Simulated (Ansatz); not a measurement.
# CH3F (fluoromethane) at HF/3-21G

What is the electronic atomisation energy of CH3F (fluoromethane) at HF/3-21G? 

The calculation is run with Ansatz 0.2.0.

45 further runs of the same task are left out: 45 set aside as unsound or not needed.

**1. The structure to begin with**

The species is CH3F (5 atoms), meant as a singlet with charge 0. As SMILES, `CF`. Geometry: relaxed at PBE0-D4/def2-TZVP.

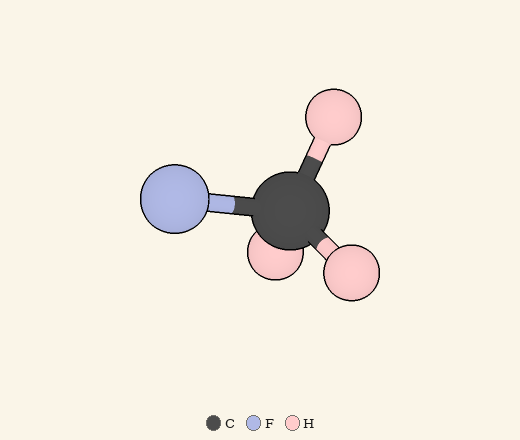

Viewed from a chosen angle; carbon dark grey, fluorine light blue, hydrogen pink.

**2. A single-point energy at HF/3-21G**

The input, job.yaml:

```yaml
crystal:
  periodic: [false, false, false]
  atoms:
    - {symbol: C, position_ang: [-0.050700, 0.032900, 0.007800]}
    - {symbol: F, position_ang: [1.094100, -0.710500, -0.168600]}
    - {symbol: H, position_ang: [-0.918700, -0.626900, -0.058000]}
    - {symbol: H, position_ang: [-0.104800, 0.796000, -0.772000]}
    - {symbol: H, position_ang: [-0.019800, 0.508500, 0.990700]}
basis:
  gaussian:
    orbitals: 3-21G.json
hamiltonian:
  xc: hf
accuracy: high
output: {orbitals: {seedname: orbitals}}
```

The basis set 3-21G is read from a file made from the Basis Set Exchange's data (not shown).

The run is started by

```
$ ansatz run job.yaml --threads 1 --pin off --max-ram 3480MiB --events-out events.jsonl --progress --plain --runs-dir runs
```

The program printed:

```text
Warning: RAYON_NUM_THREADS=1 ignored (pool sized by the plan → 1); use --threads N
Functional definition: HF
  name "HF"
  exchange = exact_x
  correlation = 0
479 factors; integrals over basis functions are off by at most 3.0e-9 eV
mean field evaluation 1: about -3762.1114 eV, gradient 1.8e1 eV
mean field evaluation 2: about -3762.1015 eV, gradient 1.8e1 eV
mean field evaluation 4: about -3762.8091 eV, gradient 1.4e0 eV
mean field evaluation 8: about -3762.8156 eV, gradient 8.7e-4 eV
mean field -3762.81564264 eV, -138.2809243388 hartree, gradient 6.6e-8 eV, S^2 0.000000; 0 other end points of the search recorded, 0 dependent functions left out
reference -3762.81564264 eV, -138.2809243388 hartree; 9, 9 occupied and 15, 15 virtual orbitals, 479 factors
Total energy: -3762.81564264 eV, -138.2809243388 hartree
```

It took 0.1 s on 1 thread of Arm Neoverse V1, shared host.

**3. The C atom**

The input, input.yaml:

```yaml
crystal:
  periodic: [false, false, false]
  atoms:
    - symbol: C
      position_ang: [0.000000, 0.000000, 0.000000]
basis:
  gaussian:
    orbitals: 3-21G.json
total_charge: 0
magnetization:
  spin_polarized: true
  initial_magnetization: 2
hamiltonian:
  xc: hf
accuracy: high
```

The basis set 3-21G is read from a file made from the Basis Set Exchange's data (not shown).

Run the same way, it converges to -37.48107 Eh (log not shown).

**4. The F atom, same level**

The input, molecule.yaml:

```yaml
crystal:
  periodic: [false, false, false]
  atoms:
    - symbol: F
      position_ang: [0.000000, 0.000000, 0.000000]
basis:
  gaussian:
    orbitals: 3-21G.json
magnetization:
  spin_polarized: true
  initial_magnetization: 1
hamiltonian:
  xc: hf
accuracy: high
```

The basis set 3-21G is read from a file made from the Basis Set Exchange's data (not shown).

Run the same way, it converges to -98.84501 Eh (log not shown).

**5. The H atom**

The input, run.yaml:

```yaml
crystal:
  periodic: [false, false, false]
  atoms:
    - symbol: H
      position_ang: [0.000000, 0.000000, 0.000000]
basis:
  gaussian:
    orbitals: 3-21G.json
magnetization:
  spin_polarized: true
  initial_magnetization: 1
hamiltonian:
  xc: hf
accuracy: high
```

The basis set 3-21G is read from a file made from the Basis Set Exchange's data (not shown).

Run the same way, it converges to -0.49620 Eh (log not shown).

**6. Results**

At HF/3-21G:

```
                     quantity          value
       molecule: total energy  -138.28092 Eh
        molecule: HOMO energy      -13.94 eV
        molecule: LUMO energy        7.51 eV
      molecule: HOMO–LUMO gap       21.45 eV
         C atom: total energy   -37.48107 Eh
                 C atom: ⟨S²⟩          2.001
         F atom: total energy   -98.84501 Eh
                 F atom: ⟨S²⟩          0.750
         H atom: total energy    -0.49620 Eh
                 H atom: ⟨S²⟩          0.750
electronic atomisation energy      12.687 eV
```

What this shows: Taking the molecule apart into free atoms costs 12.69 eV (1224 kJ/mol), before zero-point energy and without spin-orbit coupling. Hartree–Fock lacks the correlation of the bonding pairs, which as a rule makes this value much too low; in minimal bases other errors can mask that. The basis has no polarisation functions, which makes bonds too weak.
